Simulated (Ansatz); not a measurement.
# VSi2 (space group P6_422), energy against volume

VSi2 (space group P6_422)

```xyz
9
Lattice="4.5232 0.0000 0.0000 -2.2616 3.9172 0.0000 0.0000 0.0000 6.3200" Properties=species:S:1:pos:R:3 pbc="T T T"
V     -1.1308     1.9586     2.1067
V      2.2616     0.0000     0.0000
V      1.1308     1.9586     4.2134
Si     2.2616     2.6385     0.0000
Si    -1.1542     3.2778     4.2134
Si     1.1073     0.6393     2.1067
Si     0.0000     1.2786     0.0000
Si     3.4158     0.6393     4.2134
Si     1.1542     3.2778     2.1067
```

Equation-of-state scan: isotropic scaling of the cell above, V₀ being its volume. The atoms relax within the cell's symmetry.

All values below come from PBEsol (plane waves to 420 eV, PAW, scalar-relativistic; Ansatz, a first-principles code). k mesh 12×12×8 (Γ-centred), Fermi-Dirac smearing 0.05 eV. Energies are smeared free energies. Compression counts positive. With the shape held, the modulus is that of even scaling; a crystal free to change shape is softer. VSi2 is run without spin polarisation. VSi2 was relaxed with its symmetry unable to fall. The zero of ΔE is the relaxed starting cell.

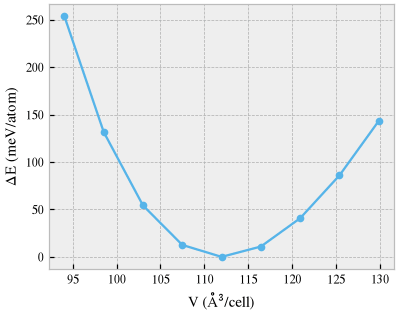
ΔE (meV/atom) against V (Å³/cell); one marker a computed point.

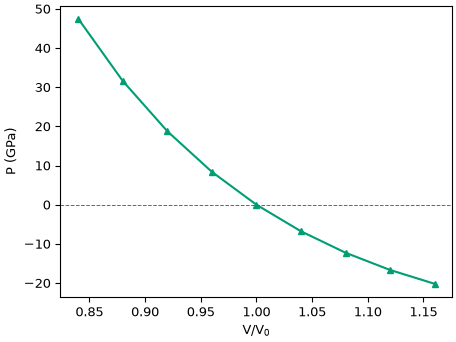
P (GPa) against V/V₀; computed points joined by lines.

The energy cost of the largest compression is 254 meV/atom and the pressure at the smallest volume is 47.5 GPa. The equilibrium volume of the fit comes out as 12.44 Å³/atom and the pressure for 5 % compression (fit) comes out as 10.7 GPa. The energy cost of the largest expansion comes out as 143 meV/atom.

P = (3B₀/2)(x⁷ − x⁵)[1 + ¾(B₀′ − 4)(x² − 1)] with x = (1/0.95)^(1/3), B₀ = 188 GPa and B₀′ = 4.28.

(Under strain, the slope of the energy per volume gives the stress and its curvature an elastic modulus.)
